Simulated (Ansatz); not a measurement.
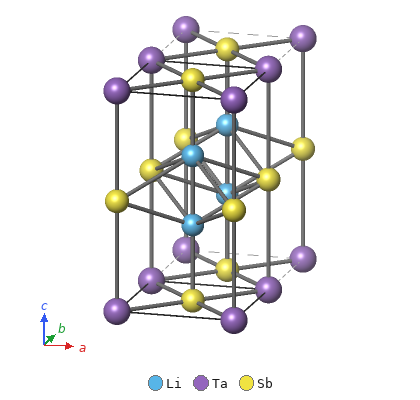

Li2TaSb2, space group P4/mmm (No. 123), a = 3.879 Å, b = 3.879 Å, c = 7.262 Å, α = 90.00°, β = 90.00°, γ = 90.00°. Source: coordinates from a relaxation with DFT PBE, scalar-relativistic, plane waves, PAW (Ansatz 0.2.0); the starting structure was generated, so it need not be a known form of this composition. Forms under 0.4 % of the area are left out.

Which faces does the BFDH rule predict for this crystal?

Answer. The forms computed, by share of the surface:

| form | faces | d (Å) | share of area (%) |
| --- | --- | --- | --- |
| {100} | 4 | 3.879 | 51.6 |
| {001} | 2 | 7.262 | 48.4 |

Widths along a, b and c stand as 1.00 : 1.00 : 0.53.

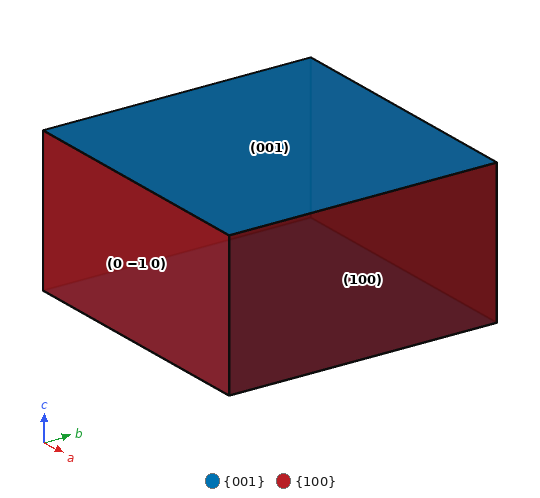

The computed shape, faces indexed. The rule is geometric and ignores bonding and growth conditions.
